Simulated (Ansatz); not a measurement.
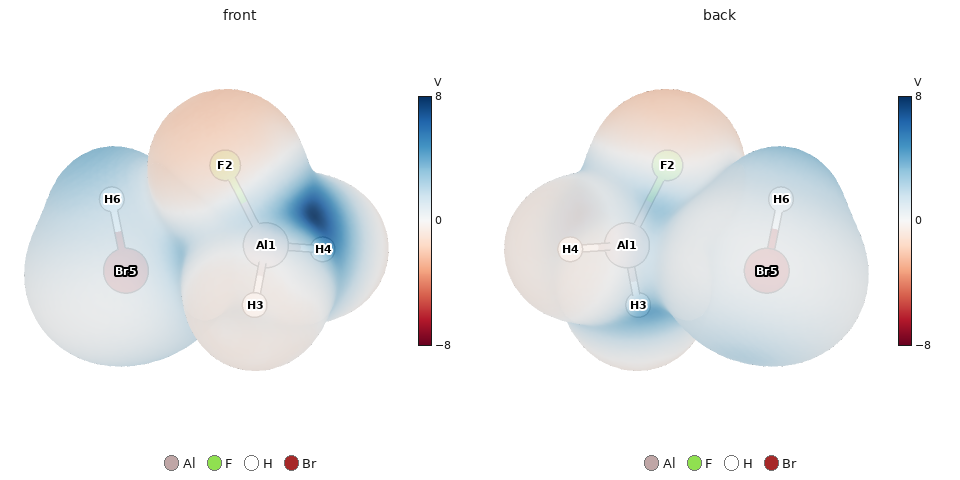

*AlFH₂···HBr. The electrostatic potential painted on the density surface at 0.004 e/bohr³, seen from the front and from behind; the colour scale runs from red (negative) to blue (positive).*

Theory: RHF/def2-SVP (Ansatz 0.2.0).

```xyz
6

Al    0.0003    0.1692   -0.0421
F     0.0020    0.4924    1.5942
H     1.3881    0.2010   -0.7725
H    -1.3969    0.1191   -0.7533
Br    0.0926   -2.7145    1.0302
H     0.0796   -2.0246    2.2623
```

Question: Which sites attract a positive test charge, and which a negative one?

Answer: A positive charge is drawn to the negative regions and a negative charge to the positive ones. The most negative region (about −1.8 V) lies over F2, the most positive (about +6.6 V) over Al1. Br5 shows a σ-hole: about +2.0 V at the tip opposite its bond, against about +0.4 V on its flanks.
